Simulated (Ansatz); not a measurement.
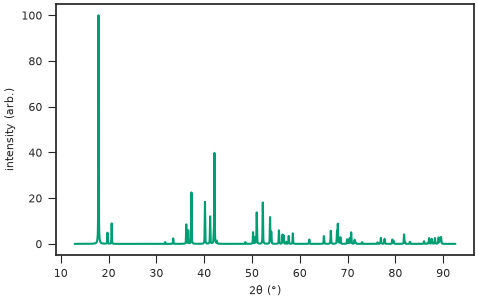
Simulated powder pattern, Co Kα, λ = 1.79026 Å

The pattern belongs to a structure relaxed with the program Ansatz at the PBE+D3(BJ) level (PAW).

**Question.** Pick the material that matches.
A) C12S13Zn4, Fm-3m (Pearson symbol cF232)
B) WS2, C2/m (S on 4i, S on 4i, W on 4i)
C) MnTiS2, P-3m1 (S on 2d, Ti on 1a, Mn on 1b)
D) CoNbS2, P6_3/mmc (S on 4f, Nb on 2b, Co on 2a)

**Answer.** B, WS2, C2/m (S on 4i, S on 4i, W on 4i)

The start of the workflow was typed in or built on a structure type; neither database checked (COD, Materials Project) lists it. It is not the phase usual at ambient conditions (space group No. 194). The PBE+D3(BJ) relaxation kept the symmetry of its start; its stability against distortions is not shown here. The workflow began spin-polarised and lost its moments. Scalar-relativistic: spin–orbit coupling is off unless named, which matters more the heavier the elements.

Potentials: the later of the program's two PAW sets.
